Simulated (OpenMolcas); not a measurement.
# AlO (charge +1): single-point calculation (part 2 of 2)

Continued. System: AlO (oxoaluminum), charge +1. Method: ACPF/STO-3G, RHF (OpenMolcas 26.06). The geometry is that of the parent species in another charge or spin state. The geometry comes from this level: GFN2-xTB.

Geometry of the input (Å):
```
O  0.0000  0.0000  0.0000
Al 0.0000  0.0000  1.5700
```

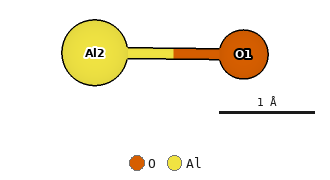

Fig. 1: The structure as given in the input (ball-and-stick view, seen at a tilt; atoms are numbered from 1 in the order of the input). Sticks mark near contacts.

The program's output, continued:
```
      NUMBER OF VALENCE STATES               1
      NUMBER OF DOUBLET COUPLED SINGLES      4
      NUMBER OF TRIPLET COUPLED DOUBLES      6
      NUMBER OF SINGLET COUPLED DOUBLES     10

      COEFFICIENTS FOR DIAG      106
      TIME FOR DIAG                0

      COEFFICIENTS FOR ABCI       36
      MAXIMUM NUMBER OF ELEMENTS     7
      TIME FOR ABCI                0

      COEFFICIENTS FOR IJKL      368
      TIME FOR IJKL                0

      COEFFICIENTS FOR AIBJ      232
      DIFFERENT TYPES        6       10       48       80       18       30       20
      TIME FOR AIBJ                0

      COEFFICIENTS FOR AIJK      348
      TIME FOR AIJK                0

      COEFFICIENTS FOR IJ         62

      COEFFICIENTS FOR AI         40
      TIME FOR ONEEL               0
--- Stop Module: guga /rc=_RC_ALL_IS_WELL_ ---

--- Start Module: cpf ---

                                                &CPF

                       available to each process: 1.9 GB of memory, 1 thread

      ************************************************************************************************************************
      *                                                        Title:                                                        *
      *                                                ( No title was given )                                                *
      ************************************************************************************************************************

      Cartesian coordinates in angstrom:
      -----------------------------------------------------
      No.  Label        X            Y            Z
      -----------------------------------------------------
       1   O1         0.00000000   0.00000000   0.00000000
       2   AL2        0.00000000   0.00000000   1.57005000
      -----------------------------------------------------
      Nuclear repulsion energy =   35.05266072

      This is an  A C P F calculation

      ONE-ELECTRON BASIS:
      ----------------------------

      Symmetry species                                   1

      Orbitals pre-frozen in MOTRA               6       6
      Orbitals used by this program              8       8
      Pre-deleted in MOTRA                       0       0
      Sum: No. of basis functions               14      14

      ORBITAL SPECIFICATION:
      -------------------------------

      Orbitals frozen here                       0       0
      Inactive orbitals                          4       4
      Active orbitals                            0       0
      Additional valence orbitals                0       0
      Virtual orbitals                           4       4
      Orbitals deleted here                      0       0
      Sum: Total no. of orbitals                 8       8

      WAVE FUNCTION SPECIFICATION:
      ----------------------------

      Number of electrons in CI                  8
      Internal orbitals in CI                    4
      External orbitals in CI                    4
      Number of irreps                           1
      Spin quantum number                      0.0
      State symmetry                             1

      REFERENCE STATE:
      ------------------------------

      Number of reference states                 1
      One closed shell reference state

      OPTIONS:
      --------

      Print parameter                            5
      Pulay diagonalization
      First order interacting space

      INTERNAL CONFIGURATIONS

      NUMBER OF VALENCE STATES               1
      NUMBER OF DOUBLET COUPLED SINGLES      4
      NUMBER OF TRIPLET COUPLED DOUBLES      6
      NUMBER OF SINGLET COUPLED DOUBLES     10

      FULL-SPACE CONFIGURATIONS (FORMAL)

      NUMBER OF VALENCE STATES               1
      NUMBER OF DOUBLET COUPLED SINGLES     16
      NUMBER OF TRIPLET COUPLED DOUBLES     36
      NUMBER OF SINGLET COUPLED DOUBLES    100

      FULL-SPACE CONFIGURATIONS (REAL)

      NUMBER OF VALENCE STATES               1
      NUMBER OF DOUBLET COUPLED SINGLES     16
      NUMBER OF TRIPLET COUPLED DOUBLES     36
      NUMBER OF SINGLET COUPLED DOUBLES    100

      FORMAL NUMBER OF CONFIGURATIONS     153
        REAL NUMBER OF CONFIGURATIONS     153
  NUMBER OF TWO-ELECTRON INTEGRALS:                  666

      STATISTICS FOR INTEGRALS, FIRST ENTRY 10**3-10**4

               0         0         0         0        54
             124        34        36        34         6
               2         0         0         0         0
               0         0         0         0         0

      REFERENCE ENERGY     -312.54108913
  ITER      TOTAL ENERGY          CORR ENERGY           DECREASE
   1        -312.54108913           0.00000000        -312.54108913
   2        -312.65482690          -0.11373777          -0.11373777
   3        -312.68088557          -0.13979644          -0.02605867
   4        -312.69174705          -0.15065792          -0.01086148
   5        -312.69751191          -0.15642278          -0.00576486
   6        -312.70098434          -0.15989521          -0.00347244
   7        -312.70819990          -0.16711077          -0.00721556
   8        -312.70842691          -0.16733778          -0.00022701
   9        -312.70852786          -0.16743873          -0.00010095
  10        -312.70858680          -0.16749767          -0.00005894
  11        -312.70862468          -0.16753555          -0.00003788
  12        -312.70865020          -0.16756107          -0.00002552
  13        -312.70871258          -0.16762345          -0.00006238
  14        -312.70871306          -0.16762393          -0.00000048

     CALCULATION CONVERGED

     FINAL ACPF ENERGY        -312.70871306
     FINAL CORRELATION ENERGY   -0.16762393  REFERENCE ENERGY    -312.54108913
     SUM OF SQUARED CPX(BAR)    0.4690

     FIRST ORDER RELATIVISTIC CORRECTIONS
     MASS-VELOCITY               0.00000000
     1-EL DARWIN CONTACT         0.00000000
     TOTAL REL. CORRECTION       0.00000000
     TOTAL REL. ENERGY        -312.70871306

      PRINTOUT OF CI-COEFFICIENTS LARGER THAN      0.05

      WAVE FUNCTION NOT NORMALIZED

      CONFIGURATION      1   COEFFICIENT  1.000000   REFERENCE

      ORBITALS       0  0  1  2  3  4
      OCCUPATION     0  0  2  2  2  2
      SPIN-COUPLING  0  0  3  3  3  3
      SYMMETRY       0  0  1  1  1  1

      CONFIGURATION      2   COEFFICIENT -0.062699   DOUBLET

      ORBITALS       0  5  1  2  3  4
      OCCUPATION     0  1  1  2  2  2
      SPIN-COUPLING  0  1  2  3  3  3
      SYMMETRY       0  1  1  1  1  1

      CONFIGURATION      8   COEFFICIENT  0.258703   DOUBLET

      ORBITALS       0  7  1  2  3  4
      OCCUPATION     0  1  2  1  2  2
      SPIN-COUPLING  0  1  3  2  3  3
      SYMMETRY       0  1  1  1  1  1

      CONFIGURATION     11   COEFFICIENT -0.258703   DOUBLET

      ORBITALS       0  6  1  2  3  4
      OCCUPATION     0  1  2  2  1  2
      SPIN-COUPLING  0  1  3  3  2  3
      SYMMETRY       0  1  1  1  1  1

      CONFIGURATION     14   COEFFICIENT  0.262839   DOUBLET

      ORBITALS       0  5  1  2  3  4
      OCCUPATION     0  1  2  2  2  1
      SPIN-COUPLING  0  1  3  3  3  2
      SYMMETRY       0  1  1  1  1  1

      CONFIGURATION     17   COEFFICIENT -0.154894   DOUBLET

      ORBITALS       0  8  1  2  3  4
      OCCUPATION     0  1  2  2  2  1
      SPIN-COUPLING  0  1  3  3  3  2
      SYMMETRY       0  1  1  1  1  1

      CONFIGURATION     52   COEFFICIENT  0.062021   TRIPLET

      ORBITALS       6  7  1  2  3  4
      OCCUPATION     1  1  2  1  1  2
      SPIN-COUPLING  1  2  3  2  2  3
      SYMMETRY       1  1  1  1  1  1

      CONFIGURATION     61   COEFFICIENT  0.106095   TRIPLET

      ORBITALS       5  7  1  2  3  4
      OCCUPATION     1  1  2  1  2  1
      SPIN-COUPLING  1  2  3  2  3  2
      SYMMETRY       1  1  1  1  1  1

      CONFIGURATION     66   COEFFICIENT  0.052959   TRIPLET

      ORBITALS       7  8  1  2  3  4
      OCCUPATION     1  1  2  1  2  1
      SPIN-COUPLING  1  2  3  2  3  2
      SYMMETRY       1  1  1  1  1  1

      CONFIGURATION     69   COEFFICIENT -0.106095   TRIPLET

      ORBITALS       5  6  1  2  3  4
      OCCUPATION     1  1  2  2  1  1
      SPIN-COUPLING  1  2  3  3  2  2
      SYMMETRY       1  1  1  1  1  1

      CONFIGURATION     75   COEFFICIENT -0.052959   TRIPLET

      ORBITALS       6  8  1  2  3  4
      OCCUPATION     1  1  2  2  1  1
      SPIN-COUPLING  1  2  3  3  2  2
      SYMMETRY       1  1  1  1  1  1

      CONFIGURATION    132   COEFFICIENT  0.058469   SINGLET

      ORBITALS       6  7  1  2  3  4
      OCCUPATION     1  1  2  1  1  2
      SPIN-COUPLING  1  2  3  1  2  3
      SYMMETRY       1  1  1  1  1  1

      CONFIGURATION    141   COEFFICIENT  0.223217   SINGLET

      ORBITALS       5  7  1  2  3  4
      OCCUPATION     1  1  2  1  2  1
      SPIN-COUPLING  1  2  3  1  3  2
      SYMMETRY       1  1  1  1  1  1

      CONFIGURATION    146   COEFFICIENT -0.095803   SINGLET

      ORBITALS       7  8  1  2  3  4
      OCCUPATION     1  1  2  1  2  1
      SPIN-COUPLING  1  2  3  1  3  2
      SYMMETRY       1  1  1  1  1  1

      CONFIGURATION    159   COEFFICIENT -0.223217   SINGLET

      ORBITALS       5  6  1  2  3  4
      OCCUPATION     1  1  2  2  1  1
      SPIN-COUPLING  1  2  3  3  1  2
      SYMMETRY       1  1  1  1  1  1

      CONFIGURATION    165   COEFFICIENT  0.095803   SINGLET

      ORBITALS       6  8  1  2  3  4
      OCCUPATION     1  1  2  2  1  1
      SPIN-COUPLING  1  2  3  3  1  2
      SYMMETRY       1  1  1  1  1  1

      CONFIGURATION    168   COEFFICIENT -0.242321   SINGLET

      ORBITALS       0  8  1  2  3  4
      OCCUPATION     0  2  2  2  1  1
      SPIN-COUPLING  0  3  3  3  1  2
      SYMMETRY       0  1  1  1  1  1

++    Molecular orbitals:
      -------------------

      Title:  ACPF natural orbitals

      Molecular orbitals for symmetry species 1: a

          Orbital            1         2         3         4         5         6         7         8         9        10
          Occ. No.          2.0000    2.0000    2.0000    2.0000    2.0000    2.0000    1.9962    1.9280    1.9280    1.7001

        1 O1     1s        -0.0001    0.9945   -0.0004    0.0033   -0.0000   -0.0000   -0.2499   -0.0000    0.0000    0.0722
        2 O1     1s         0.0009    0.0241   -0.0048    0.0093    0.0000   -0.0000    0.9486    0.0000   -0.0000   -0.3490
        3 O1     2px        0.0000   -0.0000    0.0000   -0.0000   -0.0042    0.0005   -0.0000    0.0064    0.8481   -0.0000
        4 O1     2py       -0.0000    0.0000    0.0000    0.0000   -0.0005   -0.0042   -0.0000    0.8481   -0.0064    0.0000
        5 O1     2pz        0.0004    0.0032    0.0009   -0.0060   -0.0000    0.0000    0.1486   -0.0000    0.0000    0.7163
        6 AL2    1s         0.9939   -0.0001   -0.3302    0.0010   -0.0000   -0.0000    0.0216   -0.0000    0.0000    0.0661
        7 AL2    1s         0.0197    0.0004    1.0324   -0.0031    0.0000    0.0000   -0.0842    0.0000   -0.0000   -0.2495
        8 AL2    1s        -0.0035   -0.0045    0.0488   -0.0050    0.0000   -0.0000    0.0891   -0.0000    0.0000    0.5904
        9 AL2    2px        0.0000    0.0000   -0.0000   -0.0000    0.9620   -0.1057   -0.0000   -0.0014   -0.1863    0.0000
       10 AL2    2px       -0.0000   -0.0000   -0.0000   -0.0000    0.0921   -0.0101    0.0000    0.0033    0.4365   -0.0000
       11 AL2    2py       -0.0000    0.0000   -0.0000    0.0000    0.1057    0.9620   -0.0000   -0.1863    0.0014   -0.0000
       12 AL2    2py        0.0000    0.0000    0.0000    0.0000    0.0101    0.0921    0.0000    0.4365   -0.0033    0.0000
       13 AL2    2pz       -0.0001   -0.0009    0.0052    0.9640   -0.0000   -0.0000    0.1051   -0.0000    0.0000    0.0259
       14 AL2    2pz        0.0005    0.0059   -0.0020    0.1025   -0.0000   -0.0000   -0.0805   -0.0000   -0.0000    0.0351

          Orbital           11        12        13        14
          Occ. No.          0.3066    0.0686    0.0686    0.0039

        1 O1     1s         0.0006    0.0000   -0.0000   -0.0999
        2 O1     1s        -0.0327   -0.0000   -0.0000    0.6988
        3 O1     2px        0.0000    0.5512    0.0060    0.0000
        4 O1     2py        0.0000   -0.0060    0.5512    0.0000
        5 O1     2pz       -0.5956    0.0000    0.0000    0.5606
        6 AL2    1s         0.0717   -0.0000    0.0000   -0.0344
        7 AL2    1s        -0.2585   -0.0000    0.0000    0.1191
        8 AL2    1s         0.8367    0.0000   -0.0000   -0.5224
        9 AL2    2px       -0.0000    0.3656    0.0040   -0.0000
       10 AL2    2px        0.0000   -0.9643   -0.0105    0.0000
       11 AL2    2py        0.0000   -0.0040    0.3656    0.0000
       12 AL2    2py       -0.0000    0.0105   -0.9643   -0.0000
       13 AL2    2pz       -0.1855   -0.0000    0.0000   -0.3843
       14 AL2    2pz        0.3415    0.0000   -0.0000    1.1940
--

++    Molecular charges:
      ------------------

      Mulliken charges per centre and basis function type
      ---------------------------------------------------

                O1      AL2
      1s       3.9028  4.8199
      2px      1.5039  2.4927
      2pz      1.1470  2.1372
      2py      1.5039  2.4927
      Total    8.0575 11.9425

      N-E     -0.0575  1.0575

      Total electronic charge=   20.000000

      Total            charge=    1.000000
--

++    Molecular properties:
      ---------------------

      Dipole Moment (debye):
      Origin of the operator (angstrom)=    0.0000    0.0000    0.9857
                   X= -5.0872E-16               Y= -2.9539E-16               Z=  3.7305E+00           Total=  3.7305E+00
      Quadrupole Moment (debye*angstrom):
      Origin of the operator (angstrom)=    0.0000    0.0000    0.9857
                  XX= -1.0613E+01              XY= -4.2710E-15              XZ= -6.5938E-17              YY= -1.0613E+01
                  YZ=  7.3148E-17              ZZ= -7.3561E+00
      In traceless form (debye*angstrom)
                  XX= -1.6282E+00              XY= -6.4065E-15              XZ= -9.8907E-17              YY= -1.6282E+00
                  YZ=  1.0972E-16              ZZ=  3.2565E+00
--

--- Stop Module: cpf /rc=_RC_ALL_IS_WELL_ ---

.##################.
.# Happy landing! #.
.##################.

    Timing: Wall=1.63 User=1.24 System=0.37
```

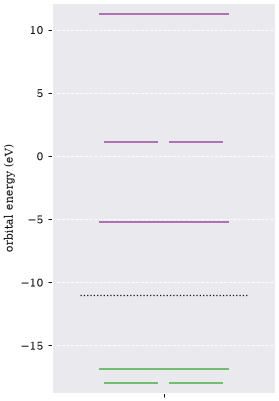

Fig. 2: Orbital energies near the frontier; the dotted line parts filled from empty levels, and levels within 0.02 eV of each other stand side by side. Highest filled −16.86 eV, lowest empty −5.20 eV, 11.66 eV apart.

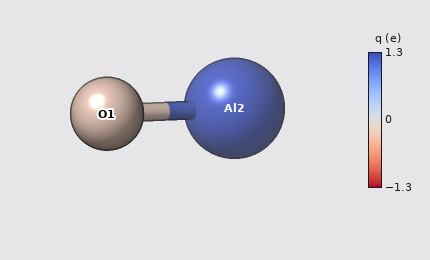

Fig. 3: Mulliken charges, as the colour of each atom (ball-and-stick view, seen at an oblique angle; atoms are numbered from 1 in the order of the input). By element: O −0.21 and Al +1.21 e.

Results in brief:

| quantity | value |
| --- | --- |
| outcome | converged |
| total energy | −312.708713 hartree |
| SCF energy | −312.541089 hartree |
| correlation energy | −0.167624 hartree |
| basis functions | 14 |
| HOMO | −16.86 eV |
| LUMO | −5.20 eV |
| hardware | 1 thread of Arm Neoverse V1, 24 GiB of memory available, shared host |
| wall time | 1.9 s |
| peak memory | 0.37 GiB |
